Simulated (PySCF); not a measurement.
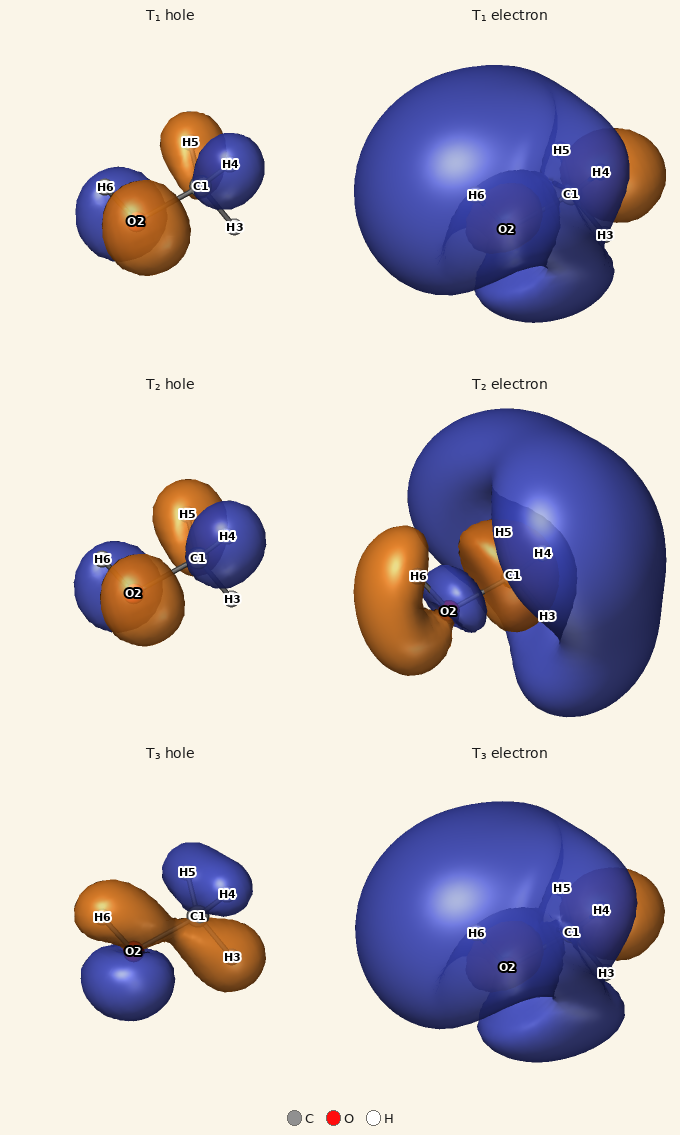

Figure 1: CH4O, SMILES `CO`. Leading natural transition orbitals (TDA triplet states).

Level of theory: PBE0/def2-TZVP (PySCF), at a geometry from GFN2-xTB. No frequency check shows the geometry to be a minimum. Without diffuse functions Rydberg states are missing, so the states' numbers hold for this basis only.

Give the energy and character of each state.

By state:
- T₁: 6.74 eV (184 nm), spin-forbidden from the singlet ground state, partly diffuse acceptor orbital, which a basis without diffuse functions describes poorly; the leading pair carries 100 %; hole on O2 (69 %), C1 (13 %) and H4 and H5 (7 % each), electron on H6 (46 %), O2 (23 %) and C1 (15 %) (atom shares of so diffuse an orbital are rough); their centroids lie 0.9 Å apart.
- T₂: 8.25 eV (150 nm), spin-forbidden from the singlet ground state, partly diffuse acceptor orbital, which a basis without diffuse functions describes poorly; the leading pair carries 99 %; hole on O2 (59 %), C1 (17 %) and H4 and H5 (9 % each), electron on C1 (26 %), H4 and H5 (25 % each) and H3 (14 %) (atom shares of so diffuse an orbital are rough); their centroids lie 1.4 Å apart.
- T₃: 8.42 eV (147 nm), spin-forbidden from the singlet ground state, partly diffuse acceptor orbital, which a basis without diffuse functions describes poorly; the leading pair carries 98 %; hole on O2 (54 %), C1 (19 %) and H3 (9 %), electron on H6 (44 %), O2 (22 %) and C1 (15 %) (atom shares of so diffuse an orbital are rough); their centroids lie 1.1 Å apart.
